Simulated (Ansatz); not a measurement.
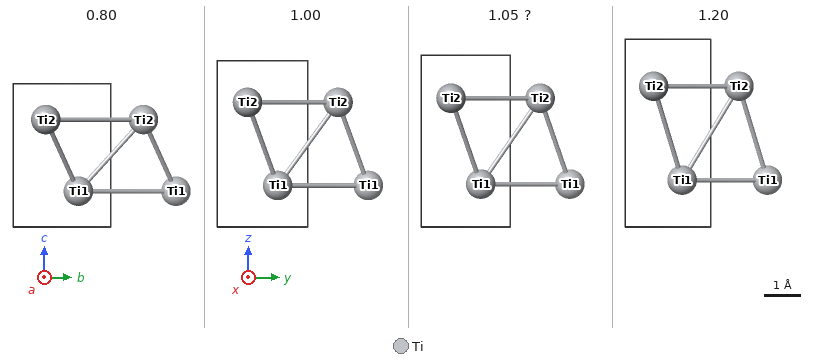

A scan of solid Ti (P6_3/mmc): the ratio of the cell's length along z to its lengths across, counted as 1 for the reference, is changed at fixed volume (a c/a path), with the atoms kept at their fractional coordinates. x, y and z are the Cartesian axes of the input. The picture is a ball-and-stick view of the cell of the calculation, repeated 2 × 2 × 1 with one cell outlined, seen along the a axis.

Computed with Ansatz 0.2.0, DFT PBEsol, scalar-relativistic, plane waves, PAW. Settings: plane-wave cutoff 420 eV; k-point mesh 21 × 21 × 12; occupations gaussian; smearing width 0.15 eV; no spin polarisation. Energies (free energies at the smearing named) are counted from the cell as listed in its source, which wasn't relaxed.

| axial ratio over its reference value | energy change (meV/atom) |
| --- | --- |
| 0.80 | 146.3 |
| 0.85 | 83.1 |
| 0.92 | 22.6 |
| 0.96 | 4.7 |
| 1.00 | 0.0 |
| 1.05 | ? |
| 1.10 | 36.7 |
| 1.20 | 114.3 |

**Estimate the missing energy from the other rows, and compare with the calculation.**

A straight line between the two neighbours gives 18.4 meV/atom. A cubic through the four nearest rows (0.96, 1.00, 1.10, 1.20) gives, with Lagrange weights, (−0.2790)(4.7) + (0.8437)(0.0) + (0.4821)(36.7) + (−0.0469)(114.3) = 11.0 meV/atom. The calculation gives 10.8 meV/atom, so the cubic is 0.2 meV/atom too high and the straight line 7.6 meV/atom too high, as the curve bends upwards here.

The whole profile:

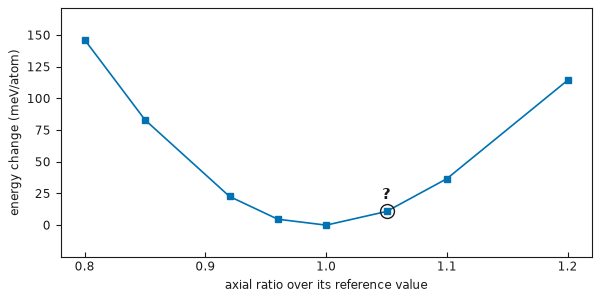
